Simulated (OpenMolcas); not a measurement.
# C7H14 (SMILES CCC1CCCC1): CASPT2(8,8)/ANO-XS-VDZ (DKH2, RICD fitting, ipea shift 0.25 Eh, pt2 variant MS, 3 states averaged)

Wanted: the excited states of C7H14. 

The calculation is run with OpenMolcas 26.06.

## Step 1: Starting point

C7H14: 21 atoms, total charge 0, spin state singlet. SMILES: `CCC1CCCC1`. Geometry: relaxed at GFN2-xTB. This is one conformer, not always the lowest.

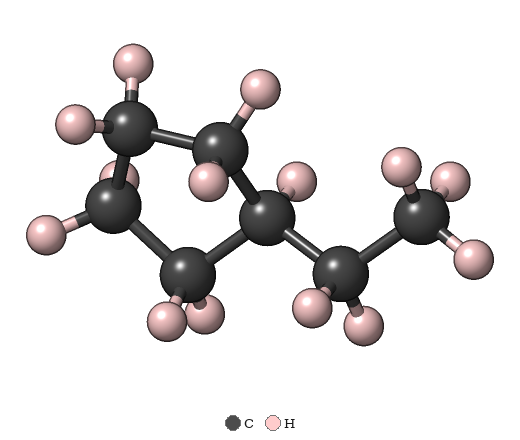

The structure, seen from a chosen angle (carbon dark grey, hydrogen pink).

## Step 2: The vertical excitations at CASPT2(8,8)/ANO-XS-VDZ (DKH2, RICD fitting, ipea shift 0.25 Eh, pt2 variant MS, 3 states averaged)

mol.xyz reads:

```xyz
21

C      1.739330    -1.892320    -0.847160
C      1.268130    -0.459680    -1.069790
C      0.419100     0.066130     0.083770
C     -0.928150    -0.642580     0.249350
C     -1.798780     0.333170     1.054840
C     -1.125350     1.712860     0.927270
C     -0.003490     1.525630    -0.094800
H      0.892670    -2.571370    -0.785660
H      2.307750    -1.966860     0.077450
H      2.376600    -2.214510    -1.667680
H      0.689230    -0.407970    -1.995300
H      2.139390     0.189660    -1.188810
H      0.988480    -0.025780     1.014880
H     -0.833650    -1.605970     0.747730
H     -1.365070    -0.811780    -0.736590
H     -1.847520     0.030400     2.100830
H     -2.818630     0.351430     0.671840
H     -0.703540     2.014460     1.886710
H     -1.829650     2.484210     0.618210
H      0.819120     2.222810     0.060360
H     -0.385950     1.668080    -1.107470
```

step3.input reads:

```
&gateway
  coord=mol.xyz
  basis=ANO-XS-VDZ
  group=NoSym
  ricd

&seward
  relativistic=R02E00

&rasscf
  fileorb=$CurrDir/step2.RasOrb
  spin=1
  nactel=8 0 0
  inactive=24
  ras2=8
  ciroot=3 3 1
  orblisting=Nothing
  orbappear=Compact

&caspt2
  multistate=all
  imaginary=0.2

&rassi
  nrofjobiphs=1 all
  iphnames
  JOBMIX
  ejob
```

Run with:

```console
export MOLCAS_MEM=1860
pymolcas step3.input > step3.log
```

The log of the run:

```text
--- Start Module: gateway ---
[...]
--- Stop Module: gateway /rc=_RC_ALL_IS_WELL_ ---
[...]
      Basis functions           91
[...]
      Number of active orbitals                  8
[...]
      Spin quantum number                      0.0
[...]
      Active orbitals                            8
[...]
      Number of CSFs                          1764
[...]
      Number of root(s) required                 3
[...]
      Convergence after  6 iterations
[...]
      printout of CI-coefficients larger than  0.05 for root  1
      energy=    -273.245518
      conf/sym  11111111     Coeff  Weight
             1  22220000  -0.98992 0.97995
            67  22020002   0.05058 0.00256
[...]
      Natural orbitals and occupation numbers for root  1
      sym 1:   1.981233   1.999896   1.981740   1.999604   0.000123   0.000408   0.018360   0.018637
      Natural orbitals and occupation numbers for root  2
      sym 1:   1.984239   1.998177   1.982680   1.013724   0.987922   0.001904   0.013585   0.017770
      Natural orbitals and occupation numbers for root  3
      sym 1:   1.980316   1.996014   1.984014   1.011537   0.987596   0.005190   0.020134   0.015199
      ************************************************************************************************************************
      *                                                    Final results                                                     *
[...]
::    RASSCF root number  1 Total energy:   -273.24551832
::    RASSCF root number  2 Total energy:   -272.82797909
[...]
      Total electronic charge=   56.000000
      Total            charge=   -0.000000
[...]
      Dipole Moment (debye):
      Origin of the operator (angstrom)=   -0.0481    0.0721    0.0340
                   X=  6.1381E-01               Y=  6.1937E-02               Z= -7.1040E-01           Total=  9.4089E-01
      Quadrupole Moment (debye*angstrom):
[...]
--- Start Module: caspt2 ---
[...]
::    MS-CASPT2 Root  3     Total energy:   -273.46349219
[...]
--- Stop Module: caspt2 /rc=_RC_ALL_IS_WELL_ ---
[...]
--- Start Module: rassi ---
[...]
 ###    WARNING: EJOB used when HEFF is available, possible                  ###
 ###    extra interaction between states is ignored!                         ###
 ###############################################################################
[...]
::    RASSI State    1     Total energy:    -273.85206907137251
::    RASSI State    2     Total energy:    -273.46961731145620
::    RASSI State    3     Total energy:    -273.46349219208287
[...]
  SPIN-FREE ENERGIES:
  (Shifted by EMIN (a.u.) =       -273.8520690714)
 SF State       Relative EMIN(au)   Rel lowest level(eV)    D:o, cm**(-1)
     1             0.0000000000        0.0000000000              0.0000
     2             0.3824517599       10.4070425595          83938.4590
     3             0.3885768793       10.5737155486          85282.7673
[...]
--- Stop Module: rassi /rc=_RC_ALL_IS_WELL_ ---
[...]
```

Run time: 20 s. Hardware: 1 thread of Arm Neoverse V1, shared host; peak memory 0.084 GiB.

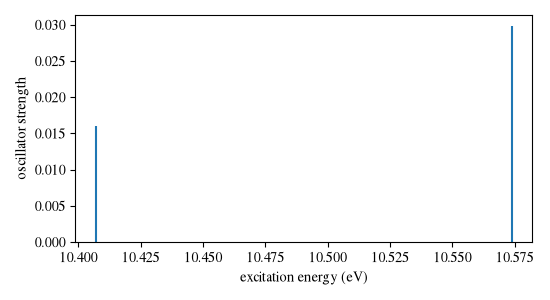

Vertical excitations as sticks.

The roots found:

```tsv
excited state	energy (eV)	strength
1	10.407	0.0160
2	10.574	0.0298
```

## Step 3: Outcome

At CASPT2(8,8)/ANO-XS-VDZ (DKH2, RICD fitting, ipea shift 0.25 Eh, pt2 variant MS, 3 states averaged), 7 core orbitals frozen:

| quantity | value |
| --- | --- |
| energy of the lowest of 3 roots | -273.85207 Eh |
| dipole moment (CASSCF density) | 0.15 D |
| lowest excitation energy within this active space | 10.41 eV |

What this shows: The brightest of the 2 transitions from the ground state lies at 10.57 eV (117 nm, f = 0.030); the lowest, at 10.41 eV, has f = 0.016. The basis has no diffuse functions, so Rydberg states are missing or pushed up, and the true lowest state may lie lower.
